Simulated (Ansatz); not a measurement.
Nudged elastic band, with input and output: Si2PH9 (part 2 of 2)

Si2PH9; RKS PBE/6-31G* (Ansatz 0.2.0). It belongs to a series of runs on one base structure; here: band between the two ends.

Geometry of the input (Å):
```
Si 0.6259  -0.1393  0.1571
Si 0.7971  -0.0449  2.4983
H  -0.4487  -0.5753  3.1484
H  1.9612  -0.8653  2.9737
H  0.9977  1.3725  2.9524
H  1.8746  0.3794  -0.4938
H  -0.5330  0.6879  -0.3185
H  0.4106  -1.5555  -0.2909
P  -3.9046  0.3579  0.8640
H  -3.4025  -0.8073  0.1915
H  -4.8233  -0.4144  1.6528
H  -2.8856  0.2923  1.8741
```

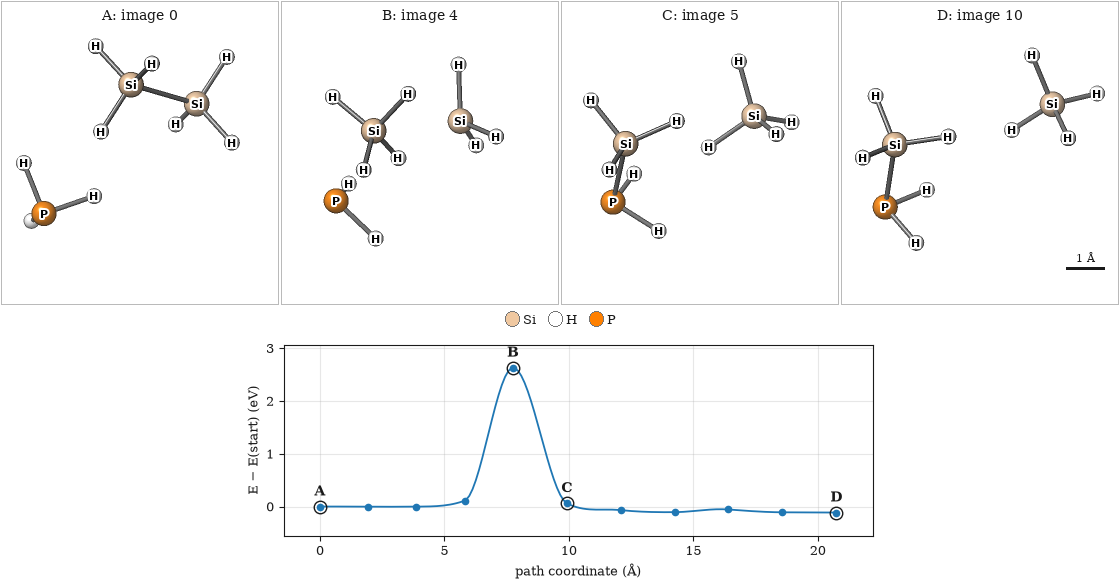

Fig. 1: Images of the last band (counted from 0; ball-and-stick, seen at a tilt) above the energy along the path; the line is a cubic interpolation that uses the forces. The highest image is number 4, 2.631 eV above the start and 2.744 eV above the end (the climbing image); the end lies 0.113 eV below the start. The path is 20.74 Å long. The band converged in 27 iterations.

```
Total energy: -25172.36003200 eV, -925.0671687376 hartree
Atom 0 at    -0.299503     0.072215     0.071968 Å, force    -0.025753     0.012806    -0.008496 eV/Å
Atom 1 at     0.133832    -0.146740     2.692980 Å, force    -0.005178    -0.001375     0.002115 eV/Å
Atom 2 at    -0.831666    -0.518340     3.785917 Å, force     0.002431     0.002309    -0.000883 eV/Å
Atom 3 at     1.232444    -1.161944     2.607670 Å, force    -0.005495     0.001474    -0.000294 eV/Å
Atom 4 at     0.676865     1.227209     2.939337 Å, force    -0.001494    -0.002817    -0.003204 eV/Å
Atom 5 at     1.178176     0.374023     0.356895 Å, force     0.011039    -0.002391    -0.000096 eV/Å
Atom 6 at    -0.715466     1.333790    -0.630077 Å, force     0.011947    -0.004967     0.008310 eV/Å
Atom 7 at    -0.236018    -1.245743    -0.633866 Å, force     0.002908     0.002198     0.001049 eV/Å
Atom 8 at    -2.895129    -0.330713     0.242224 Å, force     0.006516    -0.019452     0.006113 eV/Å
Atom 9 at    -3.031080    -1.405274     1.190083 Å, force    -0.009381     0.001851    -0.003535 eV/Å
Atom 10 at    -3.291394     0.668641     1.197661 Å, force    -0.001475     0.002817     0.005809 eV/Å
Atom 11 at    -1.251662    -0.179223     1.388207 Å, force     0.013934     0.007546    -0.006887 eV/Å
Dipole moment:     0.280427     0.020118     0.287155 e Å
this run last wrote the band of iteration 27 to [file]; this run last wrote the band within `neb.f_tol` of iteration 26 to [file]
```

## The last band as extended XYZ (Å, eV, eV/Å)
```
12
Properties=species:S:1:pos:R:3:forces:R:3 image=0 energy=-25174.99088
Si    0.6259   -0.1393    0.1571   -0.0224  -0.0075   0.0182
Si    0.7971   -0.0449    2.4983    0.0266   0.0233  -0.0038
H    -0.4487   -0.5753    3.1484   -0.0051  -0.0004  -0.0088
H     1.9612   -0.8653    2.9737   -0.0007   0.0020   0.0081
H     0.9977    1.3725    2.9524    0.0005  -0.0094   0.0098
H     1.8746    0.3794   -0.4938    0.0089   0.0019   0.0044
H    -0.5330    0.6879   -0.3185   -0.0068   0.0031  -0.0104
H     0.4106   -1.5555   -0.2909   -0.0026  -0.0115  -0.0181
P    -3.9046    0.3579    0.8640    0.0038   0.0031  -0.0014
H    -3.4025   -0.8073    0.1915    0.0003  -0.0014  -0.0001
H    -4.8233   -0.4144    1.6528   -0.0042  -0.0022   0.0001
H    -2.8856    0.2923    1.8741    0.0018  -0.0011   0.0019
12
Properties=species:S:1:pos:R:3:forces:R:3 image=1 energy=-25174.99481
Si    0.5132   -0.0223    0.1953   -0.0006  -0.0024   0.0000
Si    0.6880   -0.0080    2.5385    0.0008   0.0023  -0.0007
H    -0.6716   -0.0718    3.1728   -0.0014  -0.0001   0.0010
H     1.4867   -1.1860    3.0165   -0.0006  -0.0012   0.0001
H     1.3683    1.2451    3.0093   -0.0002  -0.0014  -0.0004
H     1.8758    0.0272   -0.4339   -0.0001   0.0007  -0.0002
H    -0.2711    1.1642   -0.2864   -0.0003  -0.0004   0.0005
H    -0.1793   -1.2678   -0.2786    0.0008   0.0007   0.0007
P    -4.0517   -0.0984    0.8551   -0.0051  -0.0005   0.0006
H    -3.1668   -0.9537    0.1150    0.0024  -0.0009  -0.0019
H    -3.9439   -0.9035    2.0396    0.0036  -0.0011   0.0009
H    -2.9783    0.7629    1.2658    0.0007   0.0042  -0.0005
12
Properties=species:S:1:pos:R:3:forces:R:3 image=2 energy=-25174.99223
Si    0.5920    0.0887    0.1801   -0.0025   0.0009   0.0010
Si    0.6195   -0.1392    2.5188    0.0020   0.0007  -0.0007
H    -0.7517   -0.4650    3.0363   -0.0017   0.0009   0.0010
H     1.5528   -1.2411    2.9300   -0.0007  -0.0020   0.0014
H     1.0780    1.1343    3.1688    0.0016  -0.0011  -0.0006
H     1.9771    0.3385   -0.3427    0.0022   0.0014  -0.0003
H    -0.2802    1.2405   -0.2303    0.0011  -0.0014   0.0001
H     0.0602   -1.1568   -0.4689    0.0014   0.0000   0.0013
P    -4.0035   -0.3135    0.7290   -0.0053  -0.0115   0.0037
H    -3.2144   -1.4468    1.1249   -0.0020   0.0051  -0.0034
H    -4.1204    0.1569    2.0808    0.0020   0.0000   0.0051
H    -2.8401    0.4913    0.4821    0.0020   0.0070  -0.0086
12
Properties=species:S:1:pos:R:3:forces:R:3 image=3 energy=-25174.87915
Si    0.3428    0.1835    0.1938    0.0855   0.0162   0.0220
Si    0.4598   -0.0984    2.5326    0.0323   0.0108  -0.0214
H    -0.8052   -0.5282    3.2182   -0.0032   0.0108  -0.0722
H     1.5047   -1.1403    2.8085    0.0293   0.0050   0.0374
H     0.8981    1.1978    3.1496    0.0260   0.0032   0.0278
H     1.7393    0.5298   -0.2272    0.0768   0.0156  -0.0716
H    -0.5616    1.3005   -0.2420    0.0309  -0.0151   0.0483
H    -0.0670   -1.0743   -0.5152    0.0263   0.0126   0.0190
P    -3.3389   -0.4428    0.4837   -0.0585  -0.0120   0.0178
H    -3.7017   -1.4713    1.4161   -0.0895  -0.0138   0.0235
H    -3.7867    0.6076    1.3543   -0.0634  -0.0074   0.0127
H    -2.0142   -0.3758    1.0366   -0.0927  -0.0261  -0.0432
12
Properties=species:S:1:pos:R:3:forces:R:3 image=4 energy=-25172.35999
Si   -0.2995    0.0722    0.0720   -0.0258   0.0128  -0.0085
Si    0.1338   -0.1467    2.6930   -0.0052  -0.0014   0.0021
H    -0.8317   -0.5183    3.7859    0.0024   0.0023  -0.0009
H     1.2324   -1.1619    2.6077   -0.0055   0.0015  -0.0003
H     0.6769    1.2272    2.9393   -0.0015  -0.0028  -0.0032
H     1.1782    0.3740    0.3569    0.0110  -0.0024  -0.0001
H    -0.7155    1.3338   -0.6301    0.0119  -0.0050   0.0083
H    -0.2360   -1.2457   -0.6339    0.0029   0.0022   0.0010
P    -2.8951   -0.3307    0.2422    0.0065  -0.0195   0.0061
H    -3.0311   -1.4053    1.1901   -0.0094   0.0019  -0.0035
H    -3.2914    0.6686    1.1977   -0.0015   0.0028   0.0058
H    -1.2517   -0.1792    1.3882    0.0139   0.0075  -0.0069
12
Properties=species:S:1:pos:R:3:forces:R:3 image=5 energy=-25174.92784
Si   -0.6024    0.0539   -0.5149   -0.0120  -0.0071  -0.1130
Si    0.0215   -0.2140    3.2137    0.0203  -0.0223   0.1297
H    -0.4633   -0.5041    4.5988    0.0855  -0.0004   0.1199
H     1.1001   -1.1816    2.8274   -0.0222   0.0033   0.0270
H     0.5555    1.1841    3.1314   -0.0155  -0.0069   0.0310
H     0.3982    0.3649    0.5650   -0.1513   0.0043   0.0199
H    -0.5273    1.1891   -1.4867    0.0147  -0.0173  -0.1376
H    -0.1580   -1.2276   -1.1523    0.0063   0.0213  -0.1036
P    -2.8293   -0.2198   -0.0796   -0.0309   0.0352  -0.0373
H    -2.7141   -1.2328    0.9316    0.0677   0.0130  -0.0427
H    -2.9691    0.8371    0.8835    0.0505   0.0098  -0.0328
H    -1.1424   -0.3613    2.2911   -0.0131  -0.0329   0.1396
12
Properties=species:S:1:pos:R:3:forces:R:3 image=6 energy=-25175.05841
Si   -0.7224    0.0804   -0.6839   -0.0058   0.0094   0.0025
Si    0.1813   -0.2118    3.4906    0.0001  -0.0037   0.0056
H    -0.1633   -0.4763    4.9242    0.0102  -0.0019   0.0093
H     1.3692   -1.0335    3.0944    0.0063   0.0001   0.0059
H     0.4906    1.2422    3.3067    0.0005  -0.0009   0.0059
H     0.0480    1.0147    0.2018   -0.0080   0.0209  -0.0124
H    -0.4935    0.4949   -2.1059   -0.0007  -0.0198  -0.0174
H    -0.1785   -1.3072   -0.5059   -0.0013  -0.0012   0.0197
P    -2.9539    0.2667   -0.2062   -0.0032   0.0114  -0.0043
H    -3.1769   -1.1515   -0.1471   -0.0184   0.0061  -0.0389
H    -2.7435    0.3520    1.2119    0.0135  -0.0185   0.0066
H    -0.9878   -0.5829    2.6285    0.0068  -0.0017   0.0175
12
Properties=species:S:1:pos:R:3:forces:R:3 image=7 energy=-25175.09728
Si   -0.9076    0.0335   -1.0371   -0.0063   0.0016  -0.0092
Si    0.3991   -0.0639    3.9512    0.0032   0.0003  -0.0019
H    -0.2747   -0.0861    5.2892    0.0012  -0.0013  -0.0024
H     1.5661   -1.0034    3.9606   -0.0014   0.0022   0.0013
H     0.8742    1.3246    3.6508   -0.0015  -0.0018  -0.0013
H     0.1116    0.8078   -0.2555   -0.0039   0.0034   0.0040
H    -1.0040    0.6262   -2.4115    0.0061  -0.0038  -0.0021
H    -0.4391   -1.3882   -1.1594   -0.0016   0.0009   0.0022
P    -2.9310    0.2852   -0.0174    0.0142   0.0023   0.0150
H    -3.5565   -0.7828   -0.7483    0.0024  -0.0035  -0.0044
H    -2.5929   -0.5686    1.0889   -0.0098  -0.0002   0.0007
H    -0.5759   -0.4964    2.8975   -0.0028   0.0000  -0.0018
12
Properties=species:S:1:pos:R:3:forces:R:3 image=8 energy=-25175.04665
Si   -1.0422   -0.0520   -1.1659    0.0054   0.0011   0.0033
Si    0.4992    0.1013    4.0018   -0.0012   0.0003  -0.0029
H    -0.4251    0.3014    5.1641    0.0037  -0.0020  -0.0024
H     1.5102   -0.9517    4.3387   -0.0044  -0.0007  -0.0003
H     1.2013    1.3879    3.6924   -0.0022   0.0013  -0.0009
H     0.0536   -0.1996   -0.1510   -0.0008  -0.0155   0.0054
H    -0.8258    1.2362   -1.9007    0.0075   0.0094   0.0087
H    -0.9384   -1.1774   -2.1517   -0.0092   0.0071  -0.0234
P    -3.1348   -0.0456   -0.2315   -0.0016  -0.0161  -0.0128
H    -3.2797   -1.4724   -0.3147    0.0129  -0.0084   0.0267
H    -2.6558   -0.1066    1.1220   -0.0068   0.0216  -0.0013
H    -0.2931   -0.3335    2.8053   -0.0034   0.0018  -0.0001
12
Properties=species:S:1:pos:R:3:forces:R:3 image=9 energy=-25175.09986
Si   -0.9033   -0.1249   -1.0069    0.0029   0.0022   0.0069
Si    0.2945    0.0024    3.7200   -0.0019   0.0002  -0.0018
H     0.0506   -0.0248    5.1980    0.0011   0.0004   0.0012
H     1.3958   -0.9530    3.3764    0.0003  -0.0015  -0.0020
H     0.6843    1.3877    3.3031   -0.0009   0.0001  -0.0022
H     0.1624   -0.1307    0.0517    0.0024  -0.0005  -0.0004
H    -0.7858    1.1450   -1.7959   -0.0007   0.0005   0.0008
H    -0.6671   -1.2833   -1.9294   -0.0008  -0.0007  -0.0005
P    -3.0332   -0.2742   -0.2089   -0.0066  -0.0077  -0.0033
H    -2.7377   -1.3658    0.6788    0.0026   0.0025  -0.0010
H    -2.8326    0.7092    0.8199    0.0035   0.0048   0.0013
H    -0.9584   -0.3997    3.0021   -0.0020  -0.0002   0.0009
12
Properties=species:S:1:pos:R:3:forces:R:3 image=10 energy=-25175.10436
Si   -0.8884   -0.1092   -0.7828   -0.0020  -0.0012   0.0000
Si    0.3845   -0.1842    3.5675   -0.0004   0.0000  -0.0003
H     0.4914   -0.5200    5.0238    0.0000  -0.0003  -0.0004
H     1.5557   -0.7601    2.8326    0.0008  -0.0006   0.0003
H     0.3655    1.3039    3.3962   -0.0001   0.0006   0.0004
H    -0.0763    0.6382    0.2361    0.0008   0.0013   0.0014
H    -0.7892    0.6133   -2.0932   -0.0003  -0.0002  -0.0009
H    -0.3037   -1.4803   -0.9478   -0.0004   0.0005   0.0001
P    -3.0947   -0.3356   -0.2576    0.0017  -0.0043  -0.0004
H    -2.8361   -0.7550    1.0932    0.0001   0.0021  -0.0012
H    -3.2551    1.0412    0.1234   -0.0002   0.0025   0.0008
H    -0.8842   -0.7641    3.0176   -0.0002  -0.0005   0.0001
```
